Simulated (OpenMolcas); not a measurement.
# Exact exchange and the vertical energy of the triplet above the singlet of HOCN (cyanic acid)

The species is HOCN (4 atoms), meant as a singlet with charge 0. SMILES: `N#CO`. Geometry: relaxed at PBE0-D4/def2-TZVP.

The vertical energy of the triplet above the singlet y, in eV, basis cc-pVTZ; a is the functional's share of exact exchange. Programs: OpenMolcas 26.06.

| functional | program | a | y (eV) |
| --- | --- | --- | --- |
| PBE | OpenMolcas | 0 | 6.59 |
| r2SCAN | OpenMolcas | 0 | 6.67 |
| B3LYP | OpenMolcas | 0.2 | ? |
| PBE0 | OpenMolcas | 0.25 | 6.87 |
| BHLYP | OpenMolcas | 0.5 | 7.01 |

Problem. Fit y = c + s·a to the known rows and predict B3LYP.

Solution. 
1. Means of the 4 rows: a = 0.1875, y = 6.785.
2. Σ(Δa)² = 0.17188, Σ(Δa·Δy) = 0.13375, so the slope is 0.13375/0.17188 = 0.77816.
3. Intercept: 6.785 − (0.77816) × 0.1875 = 6.639. The largest residual of the fit is 0.049.
4. B3LYP: 6.639 + (0.77816) × 0.2 = 6.79 eV.

The run gave 6.78 eV, so the prediction is off by +0.01 eV, within the scatter of the fit. The rows mix families of semi-local functionals, which the line can't see.

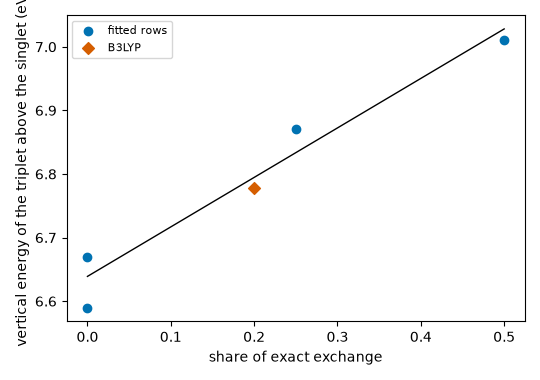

The fitted line, with the withheld row.
